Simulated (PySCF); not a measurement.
**GeH2ClF (SMILES [F][GeH2][Cl]) at 6 levels**

We compute a comparison of 6 runs (HF/STO-3G, HF/3-21G, HF/def2-SVP, CAM-B3LYP/def2-SVP, PBE0/def2-SVP, PBE/def2-SVPD) of GeH2ClF. The job is set up through a Python script.

The results are computed with PySCF 2.14.0.

### 1 Starting point

GeH2ClF: 5 atoms, total charge 0, spin state singlet. As SMILES, `[F][GeH2][Cl]`. The coordinates come from a PBE0-D4/def2-TZVP relaxation.

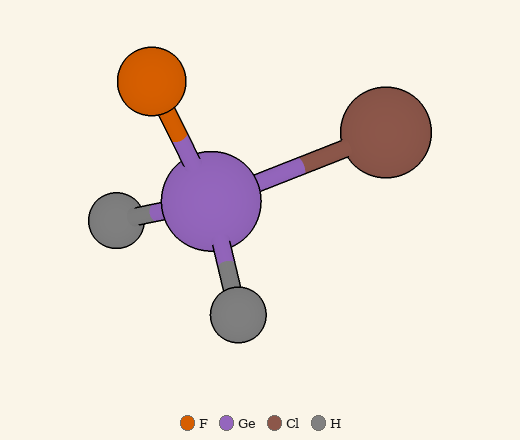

Viewed from a chosen angle; fluorine orange, germanium purple, chlorine brown, hydrogen grey.

### 2 Energy and forces at HF/STO-3G (run 1)

Contents of input.py:

```python
from pyscf import gto, scf

mol = gto.M(
    atom='''
F     -0.242000    -0.508000     1.588600
Ge     0.139900    -0.089200    -0.045500
Cl    -1.390300     1.244900    -0.698900
H      0.067600    -1.375500    -0.867400
H      1.474700     0.654200    -0.018300
''',
    verbose=3,
    spin=0,
    max_memory=1860,
    charge=0,
    basis='sto-3g',
)

calc0 = scf.RHF(mol)
calc0.conv_tol = 1e-10
calc0.kernel()
if not calc0.converged:
    calc0 = calc0.newton().run(calc0.mo_coeff, calc0.mo_occ)

energy = calc0.e_tot
print('Final energy', energy)
grad = calc0.nuc_grad_method().kernel()
calc0.analyze()
```

The run is started by

```bash
$ OMP_NUM_THREADS=1 python input.py
```

The program printed:

```text
converged SCF energy = -2605.60317068611
[... 13 lines left out ...]
MO #4   energy= -45.5553083212179  occ= 2
[... 5 lines left out ...]
MO #10  energy= -7.76915768257013  occ= 2
[... 5 lines left out ...]
MO #16  energy= -1.44427565877856  occ= 2
[... 5 lines left out ...]
MO #22  energy= -0.753419423285291 occ= 2
[... 5 lines left out ...]
MO #28  energy= -0.408260633844713 occ= 2
[... 5 lines left out ...]
MO #34  energy= 0.524846913414046  occ= 0
[... 6 lines left out ...]
Dipole moment(X, Y, Z, Debye):  2.43936, -1.54204, -0.35609
```

Wall time 1.5 s (1 thread of Arm Neoverse V2, shared host); peak memory 0.12 GiB.

### 3 Energy and forces at HF/3-21G (run 2)

Contents of job.py:

```python
from pyscf import gto

mol = gto.M(
    atom='''
F     -0.457314    -0.959981     3.002019
Ge     0.264373    -0.168564    -0.085983
Cl    -2.627286     2.352520    -1.320730
H      0.127745    -2.599318    -1.639148
H      2.786779     1.236259    -0.034582
''',
    unit='bohr',
    spin=0,
    basis='3-21g',
    max_memory=1860,
    verbose=4,
)

myscf = mol.RHF()
myscf.conv_tol = 1e-10
myscf.kernel()
if not myscf.converged:
    myscf = myscf.newton().run(myscf.mo_coeff, myscf.mo_occ)

etot = myscf.e_tot
print('E = %.10f Eh' % etot)
grad = myscf.nuc_grad_method().kernel()
dip = myscf.dip_moment()
pop, q = myscf.mulliken_pop()
```

The run is started by

```bash
$ OMP_NUM_THREADS=1 python job.py
```

The program printed:

```text
PySCF version 2.14.0

[... 59 lines left out ...]
converged SCF energy = -2622.77991025907
[... 12 lines left out ...]
Dipole moment(X, Y, Z, Debye):  2.74180, -1.31266, -1.40535
[... 54 lines left out ...]
charge of    4H =     -0.18927
```

Run time: 1.5 s. Hardware: 1 thread of Arm Neoverse V2, shared host; peak memory 0.12 GiB.

### 4 Energy and forces at HF/def2-SVP (run 3)

Contents of start.xyz:

```xyz
5
ClFGeH2
F     -0.242000    -0.508000     1.588600
Ge     0.139900    -0.089200    -0.045500
Cl    -1.390300     1.244900    -0.698900
H      0.067600    -1.375500    -0.867400
H      1.474700     0.654200    -0.018300
```

Contents of input.py:

```python
# [F][GeH2][Cl]
import pyscf.grad
from pyscf import gto

mol = gto.M(
    atom='start.xyz',
    spin=0,
    verbose=4,
    basis='def2-svp',
    charge=0,
    max_memory=1860,
)

mf = mol.RHF()
mf.conv_tol = 1e-10
mf.kernel()
if not mf.converged:
    mf = mf.newton().run(mf.mo_coeff, mf.mo_occ)

e_tot = mf.e_tot
print('Final energy', e_tot)
grad = mf.Gradients().kernel()
mf.analyze()
```

The run is started by

```bash
$ OMP_NUM_THREADS=1 python input.py
```

The program printed:

```text
PySCF version 2.14.0

[... 84 lines left out ...]
MO #4   energy= -46.3025872687624  occ= 2
[... 13 lines left out ...]
MO #18  energy= -1.71233151152858  occ= 2
[... 13 lines left out ...]
MO #32  energy= 0.148795844154855  occ= 0
[... 13 lines left out ...]
MO #46  energy= 0.978075644673417  occ= 0
[... 13 lines left out ...]
MO #60  energy= 1.9087431255176    occ= 0
[... 13 lines left out ...]
MO #74  energy= 3.90261395647853   occ= 0
[... 82 lines left out ...]
Dipole moment(X, Y, Z, Debye):  1.89396, -0.59325, -1.72017
```

It took 3.9 s on 1 thread of Arm Neoverse V2, shared host; peak memory 0.15 GiB.

Runs 4 to 5 aren't shown in full; the table further down has their settings and results.

### 5 Energy and forces at PBE/def2-SVPD (run 6)

Contents of job.py:

```python
from pyscf import gto, dft

system = gto.M(
    atom='''
F       -0.242000      -0.508000       1.588600
Ge       0.139900      -0.089200      -0.045500
Cl      -1.390300       1.244900      -0.698900
H        0.067600      -1.375500      -0.867400
H        1.474700       0.654200      -0.018300
''',
    max_memory=1860,
    verbose=4,
    basis='def2-svpd',
)

calc0 = dft.RKS(system)
calc0.xc = 'pbe'
calc0.conv_tol = 1e-10
calc0.grids.level = 5
calc0.kernel()
if not calc0.converged:
    calc0 = calc0.newton().run(calc0.mo_coeff, calc0.mo_occ)

e_tot = calc0.e_tot
print('E(%s) = %.9f' % ('PBE', e_tot))
grad = calc0.nuc_grad_method().kernel()
calc0.analyze()
```

The run is started by

```bash
$ OMP_NUM_THREADS=1 python job.py
```

The program printed:

```text
PySCF version 2.14.0

[... 109 lines left out ...]
MO #9   energy= -7.02343061601612  occ= 2
[... 18 lines left out ...]
MO #28  energy= -0.33214688527091  occ= 2
[... 18 lines left out ...]
MO #47  energy= 0.206472245040779  occ= 0
[... 18 lines left out ...]
MO #66  energy= 0.598859302561678  occ= 0
[... 18 lines left out ...]
MO #85  energy= 1.34032275894089   occ= 0
[... 18 lines left out ...]
MO #104 energy= 3.38989384539333   occ= 0
[... 112 lines left out ...]
Dipole moment(X, Y, Z, Debye):  1.65059, -0.54588, -1.43018
```

It took 29 s on 1 thread of Arm Neoverse V2, shared host; peak memory 1 GiB.

### 6 All runs side by side

```
run               level  integration grid   energy (Eh)  dipole moment (D)  HOMO energy (eV)  LUMO energy (eV)  wall time
  1           HF/STO-3G                 –  -2605.603171               2.91            -10.28              8.61      1.5 s
  2            HF/3-21G                 –  -2622.779910               3.35            -12.63              3.11      1.5 s
  3         HF/def2-SVP                 –  -2635.054765               2.63            -12.49              3.47      3.9 s
  4  CAM-B3LYP/def2-SVP                 5  -2637.938675               2.26            -10.37              1.18       23 s
  5       PBE0/def2-SVP                 5  -2637.321789               2.27             -9.07              0.07       16 s
  6       PBE/def2-SVPD                 5  -2637.246936               2.25             -7.91             -1.49       29 s
```

### 7 Outcome

| quantity | value |
| --- | --- |
| run 6: total energy | -2637.24694 Eh |
| run 6: dipole moment | 2.25 D |
| run 6: HOMO energy | -7.91 eV |
| run 6: LUMO energy | -1.49 eV |
| run 6: HOMO–LUMO gap | 6.42 eV |
| run 6: largest force on an atom | 1.143 eV/Å |

**Reading.** The dipole moment (its size) runs from 2.25 D (PBE/def2-SVPD) to 3.35 D (HF/3-21G). The two ends differ in method and basis. The HOMO–LUMO gap runs from 6.42 eV (PBE/def2-SVPD) to 18.90 eV (HF/STO-3G). Totals of different functionals can't be ranked against each other. In run 1 the basis is minimal, so the values are rough. All runs together took 75 s, the longest 29 s.
